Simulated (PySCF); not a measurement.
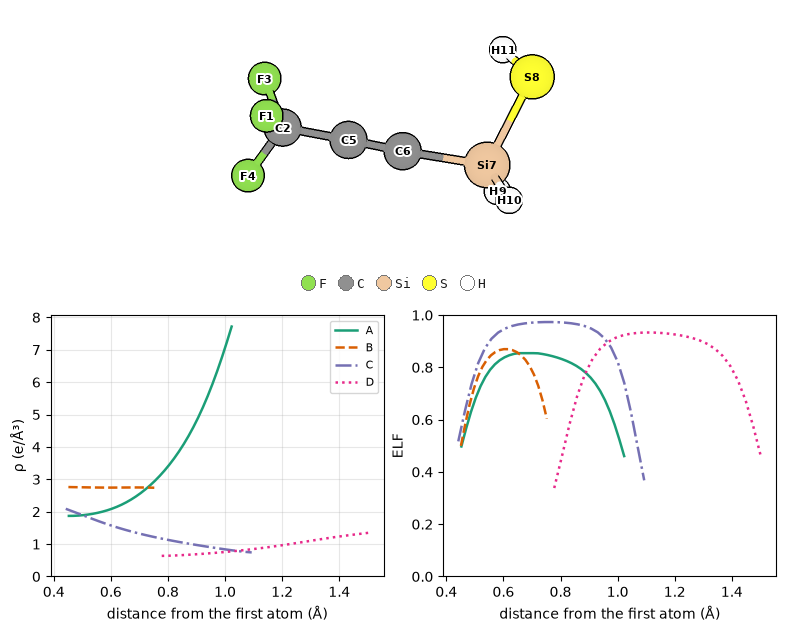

Figure. C3H3F3SSi (SMILES FC(F)(F)C#C[SiH2]S). Electron density and electron localisation function along straight lines between neighbouring atoms. The curves leave out the atomic cores. The structure is drawn too.

Geometry: GFN2-xTB.

Level of theory: PySCF 2.14.0, CAM-B3LYP/def2-SVPD, SCF density, gas phase.

Input

```
{"job": {"kind": "uv", "xc": "CAM-B3LYP", "basis": "def2-SVPD", "nstates": 8, "ntriplets": 3}, "charge": 0, "multiplicity": 1}
F     -3.018340     1.049318     0.293216
C     -2.402911     0.120495    -0.454209
F     -2.501720     0.520710    -1.732565
F     -3.125843    -1.006649    -0.345583
C     -1.017232    -0.080874    -0.049588
C      0.121388    -0.267086     0.292131
Si     1.901865    -0.485179     0.787153
S      2.984556     1.209674     0.037502
H      2.380874    -1.707244     0.155082
H      2.014977    -0.401825     2.230758
H      2.667810     1.051330    -1.239861
```

Run with:

```sh
OMP_NUM_THREADS=1 python probes_run.py task.json out
```

### Which curve belongs to which contact (C–C, C–F, C–Si and Si–S)? The first atom named is at distance zero.

Curve A: C–F (1.34 Å): ρ at the midpoint is about 2.4 e/Å³; the ELF peaks at about 0.85 between the atoms (a shared but strongly polarised pair). Curve B: C–C (1.20 Å): ρ is about 2.7 e/Å³ halfway; the ELF peaks at about 0.85 between the atoms; a short, multiple covalent bond. Curve C: C–Si (1.86 Å): the density is about 0.93 e/Å³ at the midpoint; the ELF peaks at about 1 between the atoms: a covalent bond. Curve D: Si–S (2.15 Å): ρ is about 0.82 e/Å³ halfway; the ELF peaks at about 0.95 between the atoms, as expected for a shared electron pair.
